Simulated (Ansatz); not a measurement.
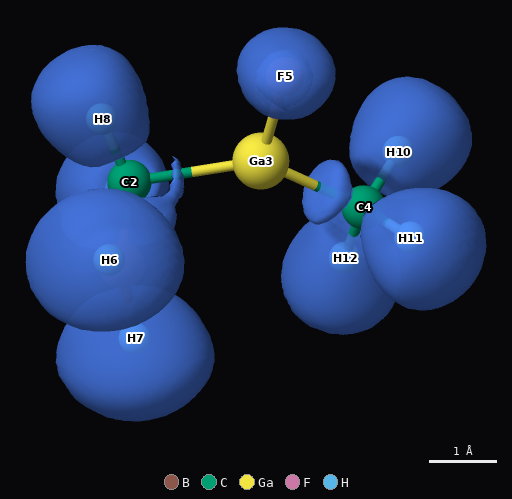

Figure. C$_{2}$H$_{7}$BFGa. Isosurface of the ELF at 0.8 (blue), seen at a tilt. Core shells and regions of very low density are left out.

Level of theory: RKS PBE/def2-SVP (Ansatz 0.2.0).

```yaml
atoms:
  - { symbol: B, position_ang: [-1.8693, 0.8435, -0.2816] }
  - { symbol: C, position_ang: [-0.7606, 0.5105, -1.2772] }
  - { symbol: Ga, position_ang: [0.7625, 0.2278, 0.0080] }
  - { symbol: C, position_ang: [1.3721, -1.3093, 1.0639] }
  - { symbol: F, position_ang: [1.8218, 1.6605, 0.0761] }
  - { symbol: H, position_ang: [-2.0713, 1.9943, 0.0677] }
  - { symbol: H, position_ang: [-2.5102, -0.0476, 0.2540] }
  - { symbol: H, position_ang: [-0.3737, 1.3205, -1.9255] }
  - { symbol: H, position_ang: [-0.8099, -0.4757, -1.7838] }
  - { symbol: H, position_ang: [2.3987, -1.5825, 0.7473] }
  - { symbol: H, position_ang: [1.4124, -1.0127, 2.1317] }
  - { symbol: H, position_ang: [0.7044, -2.1845, 0.9533] }
```

Question: What do the ELF domains correspond to?

Answer: At this value the surface marks out one region between bonded B–C atoms (shared pairs), seven regions around hydrogen nuclei, one lobe of the valence shell of C pointing towards Ga (polar bonds) and one region wrapped around F (its valence shell).

Values along the shortest contacts:
C–B (1.53 Å): the ELF peaks at about 0.95 between the atoms, as expected for localised, covalent bonding. Ga–F (1.78 Å): the ELF peaks at about 0.80 in the valence shell of F, 0.5 Å from its nucleus, and is about 0.15 at the midpoint.
